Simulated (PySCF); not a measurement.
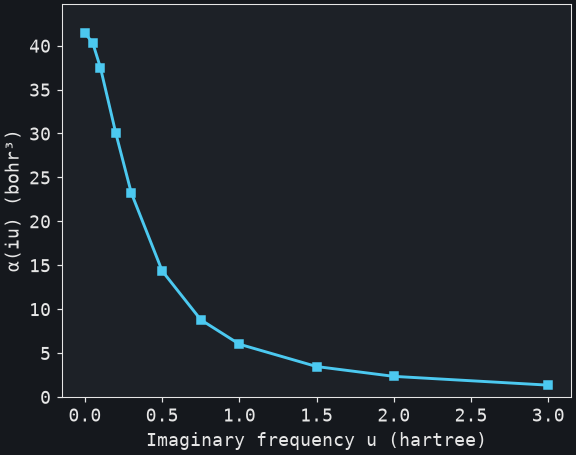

Dipole polarisability at imaginary frequency of an atom or ion with 52 electrons in the configuration [Kr] 4d¹⁰ 5s² 5p⁴. Coupled response at the PBE level; PySCF, aug-cc-pwCVTZ-DK3 plus 1 diffuse shell for each l, spin-free X2C-1e, unrestricted single determinants, no spin-orbit coupling.

Which species is it, and what does the curve give?

The Te atom. The static dipole polarisability is 41.4 bohr³ (the recommended value is 38.0); α(iu) falls to half of it near u = 0.35 hartree. The Casimir–Polder integral gives C₆ = 458 hartree bohr⁶ for two such species.
